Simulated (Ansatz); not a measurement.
## Molecular dynamics of Si₂H₄OF₂ (part 3 of 3)

Continued. System: Si₂H₄OF₂. Method: RKS r2SCAN-D4/def2-SVP (Ansatz 0.2.0). It belongs to a series of runs on one base structure; here: dynamics from the highest image of the converged band.

Geometry of the input (Å):
```
Si -0.2323  -0.1300  0.6776
H  1.3717  0.1734  0.8846
F  1.3909  0.3496  -0.2870
O  -1.2870  1.0331  0.2060
Si -2.3881  1.3802  -1.0168
H  -3.6694  0.6727  -0.7399
H  -2.6083  2.8506  -1.0160
H  -1.8478  0.9430  -2.3350
F  -0.6528  -1.4455  -0.1864
```

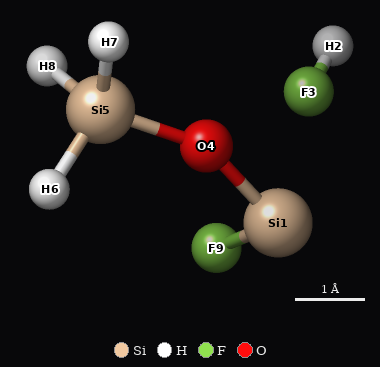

Fig. 1: The geometry at step 109 of the log (ball-and-stick view, seen at a tilt; atoms are numbered from 1 in the order of the input).

### Trajectory as extended XYZ, continued
```
9
Properties=species:S:1:pos:R:3:forces:R:3 step=18 time_fs=9.0 energy=-23287.50700 temperature=90.4
Si   -0.2508   -0.1233    0.6986   -0.3816  -0.5147   0.1120
H     1.3889    0.2121    0.8227    0.2356   0.0686  -0.3396
F     1.3836    0.3287   -0.3002    0.2755   0.1023   0.1928
O    -1.2958    1.0273    0.1879    0.2666  -0.0133   0.0765
Si   -2.3912    1.3969   -1.0205    0.0263   0.0345   0.1864
H    -3.6336    0.6747   -0.6737   -0.2716  -0.0837  -0.1730
H    -2.6177    2.8632   -0.9206   -0.0210   0.0106  -0.2077
H    -1.8515    0.9704   -2.3449   -0.0967   0.1024  -0.0011
F    -0.6082   -1.4587   -0.1883   -0.0330   0.2933   0.1537
9
Properties=species:S:1:pos:R:3:forces:R:3 step=27 time_fs=13.5 energy=-23287.59292 temperature=185.2
Si   -0.2639   -0.1246    0.7098   -0.6811  -0.8090   0.9358
H     1.4657    0.2492    0.7230    0.4153   0.0873  -0.2453
F     1.3835    0.3197   -0.3049    0.6587   0.2495  -0.2522
O    -1.2959    1.0241    0.1802    0.0655   0.1624  -0.2066
Si   -2.3942    1.4049   -1.0199   -0.0284   0.0574   0.0723
H    -3.6399    0.6800   -0.6946   -0.2678  -0.0958  -0.1264
H    -2.6282    2.8691   -0.9242   -0.0116   0.0388  -0.1482
H    -1.8736    1.0063   -2.3609   -0.0452   0.0657   0.0203
F    -0.5863   -1.4614   -0.1872   -0.1054   0.2437  -0.0497
9
Properties=species:S:1:pos:R:3:forces:R:3 step=36 time_fs=18.0 energy=-23287.71546 temperature=320.7
Si   -0.2815   -0.1313    0.7275   -0.5632  -0.8431   1.5759
H     1.6268    0.3018    0.6091    0.5684   0.0607   0.6260
F     1.3895    0.3131   -0.3138    0.5732   0.3148  -1.3084
O    -1.2953    1.0230    0.1699   -0.1391   0.2767  -0.4425
Si   -2.3977    1.4132   -1.0188   -0.6455  -0.0816  -0.0055
H    -3.6874    0.6727   -0.7408    0.3051   0.1992  -0.1154
H    -2.6410    2.8809   -0.9552    0.0046  -0.0174  -0.0033
H    -1.9034    1.0537   -2.3747    0.0726  -0.0391  -0.0436
F    -0.5655   -1.4617   -0.1866   -0.1761   0.1298  -0.2831
9
Properties=species:S:1:pos:R:3:forces:R:3 step=45 time_fs=22.5 energy=-23287.83555 temperature=453.5
Si   -0.3027   -0.1437    0.7557   -0.1908  -0.5064   1.4366
H     1.8605    0.3632    0.5325   -0.5793  -0.0711  -1.2609
F     1.4028    0.3098   -0.3314    1.2142   0.3324   0.7091
O    -1.2960    1.0248    0.1547   -0.0518   0.0931  -0.3183
Si   -2.4051    1.4212   -1.0179   -0.3410   0.1540  -0.5197
H    -3.6914    0.6948   -0.8057    0.0395   0.0034   0.0940
H    -2.6529    2.8903   -0.9869    0.0122  -0.0174   0.1316
H    -1.9208    1.0948   -2.3935    0.0995  -0.0729   0.0648
F    -0.5465   -1.4605   -0.1888   -0.2027   0.0848  -0.3373
9
Properties=species:S:1:pos:R:3:forces:R:3 step=55 time_fs=27.5 energy=-23287.95667 temperature=587.0
Si   -0.3284   -0.1615    0.7984   -0.3856  -0.1427   0.9282
H     2.0768    0.4277    0.2993    0.3928   0.0683   0.4329
F     1.4279    0.3095   -0.3499    0.0081   0.1289  -0.8829
O    -1.2972    1.0278    0.1335    0.2473  -0.3192   0.0470
Si   -2.4157    1.4313   -1.0212    0.1049   0.2961  -0.7917
H    -3.6930    0.7168   -0.8565   -0.2677  -0.1985   0.2219
H    -2.6640    2.8985   -0.9934   -0.0067   0.0354   0.1776
H    -1.9187    1.1248   -2.4008    0.0648  -0.0633   0.0855
F    -0.5277   -1.4581   -0.1951   -0.1578   0.1950  -0.2183
9
Properties=species:S:1:pos:R:3:forces:R:3 step=64 time_fs=32.0 energy=-23287.98692 temperature=620.4
Si   -0.3543   -0.1787    0.8437   -0.5518   0.1009   0.0867
H     2.2632    0.4823    0.1045   -0.9741  -0.2060  -0.4279
F     1.4553    0.3117   -0.3721    1.1534   0.3345   0.1294
O    -1.2954    1.0267    0.1149    0.3980  -0.6222   0.3696
Si   -2.4252    1.4423   -1.0296   -0.2009  -0.0531  -0.3909
H    -3.7325    0.7061   -0.8613    0.2917   0.1227   0.1085
H    -2.6751    2.9108   -0.9648   -0.0219  -0.0218   0.1129
H    -1.9037    1.1389   -2.3927    0.0021  -0.0353  -0.0683
F    -0.5125   -1.4537   -0.2031   -0.0966   0.3804   0.0801
9
Properties=species:S:1:pos:R:3:forces:R:3 step=73 time_fs=36.5 energy=-23287.98810 temperature=621.5
Si   -0.3840   -0.1953    0.8895   -0.7154   0.2152  -0.6907
H     2.3568    0.5186   -0.1354    0.1077   0.0296   0.1885
F     1.4897    0.3161   -0.3951   -0.0025   0.0620  -0.3872
O    -1.2890    1.0181    0.1006    0.2968  -0.7037   0.4726
Si   -2.4354    1.4531   -1.0406    0.3016  -0.1795   0.0884
H    -3.7282    0.7120   -0.8444    0.1792   0.0712   0.0227
H    -2.6900    2.9192   -0.9153   -0.0093  -0.0621  -0.0126
H    -1.8892    1.1474   -2.3951   -0.1140   0.0532  -0.0767
F    -0.4983   -1.4455   -0.2102   -0.0441   0.5141   0.3950
9
Properties=species:S:1:pos:R:3:forces:R:3 step=82 time_fs=41.0 energy=-23287.95036 temperature=579.8
Si   -0.4186   -0.2105    0.9308   -0.6918   0.2514  -1.2312
H     2.4286    0.5493   -0.3378   -0.3281  -0.0758   0.1020
F     1.5263    0.3218   -0.4221    0.3885   0.1404  -0.2078
O    -1.2791    1.0013    0.0918   -0.0228  -0.5211   0.3327
Si   -2.4433    1.4627   -1.0511    1.1528  -0.2061   0.5035
H    -3.6972    0.7269   -0.8215   -0.3198  -0.2144   0.0079
H    -2.7065    2.9177   -0.8677    0.0164   0.0109  -0.1020
H    -1.8961    1.1658   -2.4110   -0.1757   0.1189  -0.0119
F    -0.4846   -1.4321   -0.2133   -0.0196   0.4959   0.6067
9
Properties=species:S:1:pos:R:3:forces:R:3 step=91 time_fs=45.5 energy=-23287.92343 temperature=550.1
Si   -0.4579   -0.2239    0.9636   -0.5091   0.2129  -1.3667
H     2.4663    0.5742   -0.5315   -0.5391  -0.1390   0.1510
F     1.5654    0.3284   -0.4507    0.5767   0.1878  -0.1933
O    -1.2697    0.9783    0.0869   -0.4315  -0.1192   0.0202
Si   -2.4440    1.4706   -1.0580    0.8510  -0.5869   1.0265
H    -3.7098    0.7111   -0.7996    0.0883   0.0340  -0.1175
H    -2.7197    2.9172   -0.8383    0.0517   0.0273  -0.1017
H    -1.9342    1.2053   -2.4315   -0.0813   0.0755  -0.0570
F    -0.4711   -1.4138   -0.2104   -0.0067   0.3077   0.6386
9
Properties=species:S:1:pos:R:3:forces:R:3 step=100 time_fs=50.0 energy=-23287.90374 temperature=528.4
Si   -0.5007   -0.2359    0.9872   -0.2608   0.1910  -1.1319
H     2.4619    0.5878   -0.6904    0.6360   0.1961  -0.0813
F     1.6071    0.3362   -0.4817   -0.6135  -0.1562   0.0799
O    -1.2654    0.9539    0.0823   -0.7321   0.3237  -0.2678
Si   -2.4388    1.4746   -1.0580    0.5387  -0.6484   1.0767
H    -3.7102    0.6991   -0.7984    0.2758   0.1565  -0.1365
H    -2.7227    2.9206   -0.8275    0.0897  -0.0263  -0.0317
H    -1.9876    1.2589   -2.4608    0.0500  -0.0029   0.0178
F    -0.4576   -1.3924   -0.2010    0.0164  -0.0336   0.4748
9
Properties=species:S:1:pos:R:3:forces:R:3 step=109 time_fs=54.5 energy=-23287.87682 temperature=499.0
Si   -0.5454   -0.2464    1.0030   -0.0418   0.2877  -0.7111
H     2.4905    0.6143   -0.8524   -1.1001  -0.3417   0.4909
F     1.6473    0.3437   -0.5124    1.0893   0.3705  -0.4527
O    -1.2697    0.9333    0.0746   -0.7394   0.5752  -0.3054
Si   -2.4294    1.4745   -1.0509    0.7335  -0.2051   0.5511
H    -3.6707    0.7092   -0.8205   -0.2533  -0.1522   0.0214
H    -2.7091    2.9204   -0.8223    0.0859  -0.0051   0.0656
H    -2.0317    1.3121   -2.4851    0.1622  -0.0751   0.1715
F    -0.4440   -1.3715   -0.1869    0.0637  -0.4540   0.1688
9
Properties=species:S:1:pos:R:3:forces:R:3 step=118 time_fs=59.0 energy=-23287.85957 temperature=480.1
Si   -0.5904   -0.2549    1.0139    0.0513   0.4463  -0.2984
H     2.4429    0.6172   -0.9677    1.2376   0.4484  -0.6727
F     1.6914    0.3527   -0.5453   -1.2635  -0.4235   0.7284
O    -1.2827    0.9193    0.0636   -0.3656   0.4865   0.0234
Si   -2.4155    1.4727   -1.0399    0.0503   0.0063   0.1127
H    -3.6675    0.6980   -0.8412   -0.1292  -0.0394   0.0378
H    -2.6797    2.9193   -0.8052    0.0293   0.0147   0.1188
H    -2.0444    1.3508   -2.4805    0.2602  -0.1420   0.0879
F    -0.4297   -1.3551   -0.1711    0.1296  -0.7972  -0.1378
9
Properties=species:S:1:pos:R:3:forces:R:3 step=127 time_fs=63.5 energy=-23287.82753 temperature=444.9
Si   -0.6351   -0.2604    1.0226    0.1309   0.4837  -0.0903
H     2.4610    0.6467   -1.1194   -1.1907  -0.4518   0.8878
F     1.7317    0.3606   -0.5756    1.1348   0.4691  -0.8074
O    -1.2999    0.9110    0.0531    0.2295   0.1430   0.6202
Si   -2.4015    1.4710   -1.0281   -0.9435   0.1798  -0.3676
H    -3.6845    0.6822   -0.8558    0.2799   0.2499  -0.0271
H    -2.6448    2.9196   -0.7669   -0.0420  -0.0322   0.0625
H    -2.0088    1.3631   -2.4592    0.2321  -0.1332  -0.0131
F    -0.4141   -1.3468   -0.1565    0.1690  -0.9083  -0.2649
9
Properties=species:S:1:pos:R:3:forces:R:3 step=136 time_fs=68.0 energy=-23287.81422 temperature=430.1
Si   -0.6788   -0.2627    1.0305    0.2716   0.2004  -0.0354
H     2.3918    0.6446   -1.2055    1.0376   0.4774  -1.0309
F     1.7761    0.3704   -0.6087   -1.1014  -0.4619   1.1169
O    -1.3145    0.9045    0.0502    0.6369  -0.1155   1.0732
Si   -2.3933    1.4707   -1.0190   -0.8316   0.6762  -0.9813
H    -3.6620    0.7052   -0.8742   -0.1162   0.0132  -0.0157
H    -2.6178    2.9149   -0.7176   -0.0934  -0.0134  -0.0620
H    -1.9308    1.3513   -2.4366    0.0512  -0.0314   0.0808
F    -0.3968   -1.3476   -0.1445    0.1453  -0.7450  -0.1457
9
Properties=species:S:1:pos:R:3:forces:R:3 step=145 time_fs=72.5 energy=-23287.79746 temperature=411.4
Si   -0.7205   -0.2638    1.0382    0.5812  -0.4437   0.0432
H     2.3775    0.6690   -1.3457   -0.8095  -0.4034   0.9711
F     1.8170    0.3789   -0.6379    0.7346   0.4156  -0.8756
O    -1.3220    0.8972    0.0596    0.3857   0.1213   0.8600
Si   -2.3907    1.4749   -1.0163   -0.4030   0.7370  -0.9628
H    -3.6591    0.7320   -0.8963   -0.3120  -0.1419  -0.0354
H    -2.6082    2.9088   -0.6797   -0.1067   0.0647  -0.1536
H    -1.8427    1.3333   -2.4012   -0.1165   0.0667   0.0283
F    -0.3780   -1.3558   -0.1338    0.0461  -0.4163   0.1248
9
Properties=species:S:1:pos:R:3:forces:R:3 step=155 time_fs=77.5 energy=-23287.79599 temperature=409.2
Si   -0.7621   -0.2689    1.0473    0.9463  -1.2492   0.2544
H     2.2938    0.6674   -1.4396    0.0258   0.0311  -0.1350
F     1.8651    0.3900   -0.6726   -0.1023  -0.0203   0.2310
O    -1.3257    0.8915    0.0813   -0.3671   0.7801   0.0434
Si   -2.3915    1.4850   -1.0206   -0.4924   0.2257  -0.3444
H    -3.7046    0.7411   -0.9300    0.3127   0.1391  -0.0838
H    -2.6206    2.9146   -0.6715   -0.0613   0.0395  -0.1742
H    -1.7692    1.3274   -2.3602   -0.1629   0.0972  -0.1816
F    -0.3568   -1.3699   -0.1203   -0.0987  -0.0431   0.3902
9
Properties=species:S:1:pos:R:3:forces:R:3 step=164 time_fs=82.0 energy=-23287.80331 temperature=417.2
Si   -0.7927   -0.2823    1.0572    1.0195  -1.4319   0.2339
H     2.2225    0.6666   -1.5288   -0.0486  -0.0191  -0.0224
F     1.9073    0.4001   -0.7025   -0.0314   0.0261   0.1210
O    -1.3330    0.8957    0.1022   -0.7557   0.9834  -0.3976
Si   -2.3955    1.4962   -1.0275    0.0992   0.2021  -0.1656
H    -3.7003    0.7678   -0.9755    0.1105  -0.0389  -0.0257
H    -2.6444    2.9281   -0.6986    0.0012   0.0042  -0.1148
H    -1.7363    1.3415   -2.3543   -0.1890   0.0927  -0.1125
F    -0.3386   -1.3832   -0.1042   -0.2056   0.1814   0.4837
9
Properties=species:S:1:pos:R:3:forces:R:3 step=173 time_fs=86.5 energy=-23287.82942 temperature=446.3
Si   -0.8164   -0.3051    1.0685    0.7518  -0.8509  -0.0835
H     2.1294    0.6587   -1.6198   -0.2326  -0.2645   0.8309
F     1.9499    0.4106   -0.7313    0.1450   0.2651  -0.7270
O    -1.3491    0.9112    0.1188   -0.6173   0.4865  -0.2309
Si   -2.3987    1.5089   -1.0356    0.5846   0.3202  -0.2310
H    -3.6790    0.7852   -1.0258   -0.2823  -0.2766   0.0458
H    -2.6685    2.9435   -0.7469    0.0278   0.0226  -0.0003
H    -1.7386    1.3728   -2.3696   -0.1300   0.0442  -0.0021
F    -0.3225   -1.3948   -0.0832   -0.2470   0.2535   0.3980
9
Properties=species:S:1:pos:R:3:forces:R:3 step=182 time_fs=91.0 energy=-23287.84727 temperature=466.2
Si   -0.8351   -0.3336    1.0793    0.3091   0.1051  -0.3562
H     2.0214    0.6292   -1.6461   -0.0357   0.1899  -0.9724
F     1.9924    0.4223   -0.7624   -0.0606  -0.1968   1.0769
O    -1.3724    0.9324    0.1328   -0.2144  -0.2898   0.1624
Si   -2.3987    1.5235   -1.0453   -0.0670   0.0169  -0.2030
H    -3.6944    0.7604   -1.0676    0.2062   0.0579   0.0904
H    -2.6879    2.9623   -0.7955    0.0187  -0.0108   0.1034
H    -1.7640    1.4120   -2.3882    0.0422  -0.0417  -0.0389
F    -0.3089   -1.4040   -0.0583   -0.1985   0.1693   0.1374
9
Properties=species:S:1:pos:R:3:forces:R:3 step=191 time_fs=95.5 energy=-23287.80173 temperature=416.2
Si   -0.8515   -0.3614    1.0877   -0.1053   0.9798  -0.3669
H     1.8935    0.6006   -1.7173    0.1619  -0.3081   1.4912
F     2.0349    0.4338   -0.7901   -0.2710   0.2933  -1.3833
O    -1.3985    0.9502    0.1487    0.1118  -0.8633   0.3576
Si   -2.3988    1.5384   -1.0564   -0.1887  -0.1038  -0.1345
H    -3.6794    0.7420   -1.0927    0.2210   0.1556   0.0852
H    -2.7035    2.9788   -0.8251    0.0132  -0.0513   0.1424
H    -1.7827    1.4439   -2.4122    0.1388  -0.0812   0.0330
F    -0.2972   -1.4115   -0.0320   -0.0816  -0.0209  -0.2248
9
Properties=species:S:1:pos:R:3:forces:R:3 step=200 time_fs=100.0 energy=-23287.76856 temperature=379.8
Si   -0.8687   -0.3827    1.0937   -0.3964   1.5024  -0.1930
H     1.7771    0.5441   -1.6679   -0.5402   0.1103  -1.3591
F     2.0757    0.4467   -0.8231    0.4239  -0.1331   1.4609
O    -1.4233    0.9579    0.1685    0.2285  -1.0779   0.2410
Si   -2.3997    1.5527   -1.0683    0.4319  -0.0299   0.0962
H    -3.6326    0.7464   -1.1025   -0.3436  -0.1252   0.0116
H    -2.7164    2.9868   -0.8282    0.0157  -0.0163   0.1161
H    -1.7761    1.4611   -2.4287    0.1391  -0.0577   0.1593
F    -0.2864   -1.4191   -0.0081    0.0412  -0.1727  -0.5331
```

### Results in brief

```tsv
quantity	value
outcome	finished
mean temperature over the second half	445 K
trajectory	200 steps, 100 fs
ensemble	nve
temperature in the input	100.0 K
time step	0.5 fs
potential energy (last step)	−23287.7686 eV
mean-field energy (last step)	−23287.7247 eV
largest force (length of the vector) (last step)	1.566 eV/Å
wall time	6.1 min (CPU time 23 min)
peak memory	0.17 GiB
```

### Remarks

So short a trajectory is not equilibrated.
